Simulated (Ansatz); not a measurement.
# H3NSi2 (charge −1, doublet): what the fields show

The calculation's input:

```
crystal:
  periodic: [false, false, false]
  atoms:
    - {symbol: N, position_ang: [-1.687768, -1.030558, 0.355038]}
    - {symbol: Si, position_ang: [-1.431026, 0.334969, -0.549265]}
    - {symbol: Si, position_ang: [0.073899, 2.087958, -0.601949]}
    - {symbol: H, position_ang: [-0.991148, -1.130861, 1.096262]}
    - {symbol: H, position_ang: [-2.509375, 0.395697, -1.617392]}
    - {symbol: H, position_ang: [0.833669, 1.498639, 0.610659]}
basis:
  gaussian:
    orbitals: def2-TZVPD
magnetization:
  spin_polarized: true
  initial_magnetization: 1
hamiltonian:
  xc: {name: PBE0}
output: {forces: true, orbitals: {seedname: orbitals}}
total_charge: -1
```

Launched as:

```sh
ansatz run input.yaml --threads 2 --pin off --max-ram 4350MiB --events-out events.jsonl --progress --plain --runs-dir runs
```

Geometry: PBE0-D3(BJ)/def2-SVPD.

All numbers below come from isolated molecule in a Gaussian basis; Kohn-Sham density functional theory, functional PBE0 (Ansatz).

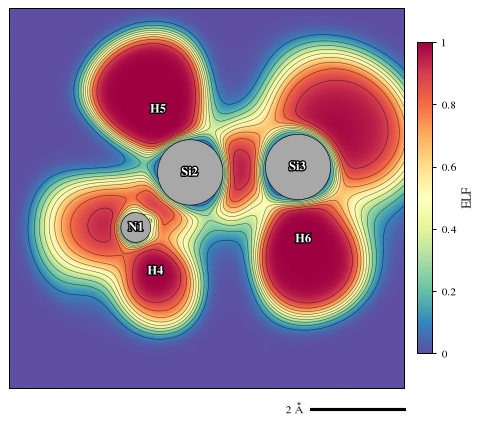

Figure 1. Electron localisation function on the molecular plane. Grey discs cover the atomic cores.

### What does the map show?

- The plane passes through N, Si and H nuclei.
- Si–N (1.66 Å): the ELF peaks at about 0.90 between the atoms: a short, strongly polar bond.
- Si–Si (2.31 Å): the ELF peaks at about 0.95 between the atoms: a shared electron pair.
- N–H (1.02 Å): the ELF climbs to about 1 towards the hydrogen, as it does in any bond to H; a covalent bond by its length.
- Si–H (1.52 Å): the ELF climbs to about 1 towards the hydrogen.
- The ELF also peaks beside N1 and Si3, away from the bonds: non-bonding electrons, paired or unpaired.

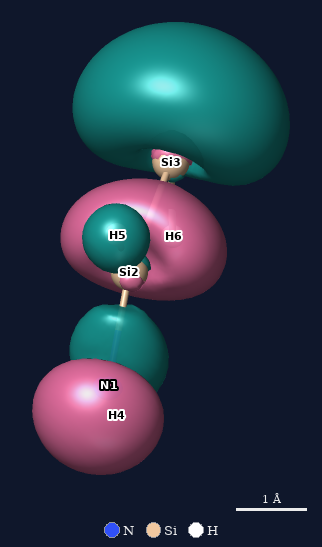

Figure 2. The HOMO−1 (α) at ±0.1 Å⁻³ᐟ² (teal and pink are the two phases), seen at an oblique angle.

### Where does this orbital lie, and at what energy?

Its weight (Hirshfeld) is mainly on Si3 (about 55 %), N1 (about 20 %) and Si2 (about 15 %); it is symmetric in the molecular plane (an in-plane orbital: σ, lone-pair or in-plane π type). Its energy is −1.45 eV.

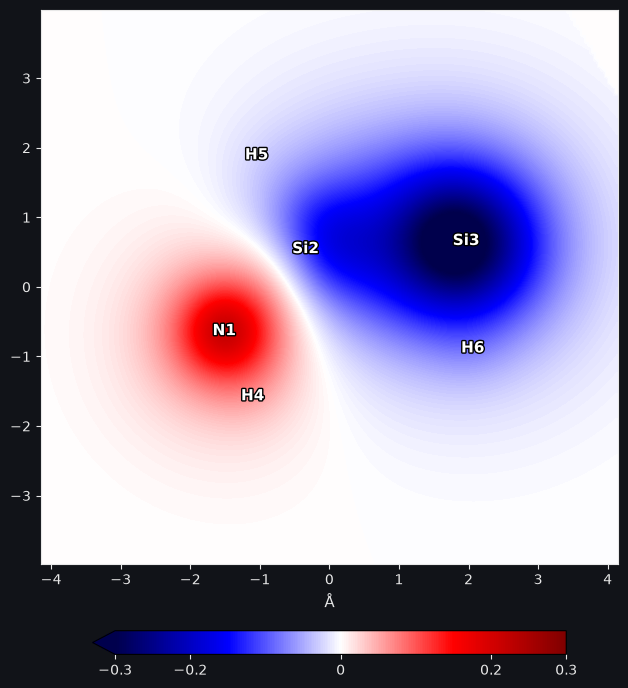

Figure 3. The HOMO (α) on a plane 0.8 Å above the molecular plane (values in Å⁻³ᐟ²; the overall sign is arbitrary).

### Describe this orbital and give its energy.

It lies mainly on Si3 (about 65 %), Si2 (about 20 %) and N1 (about 10 %); it changes sign across the molecular plane (π type); π-antibonding (a node) across N1–Si2. Its energy is −0.76 eV.
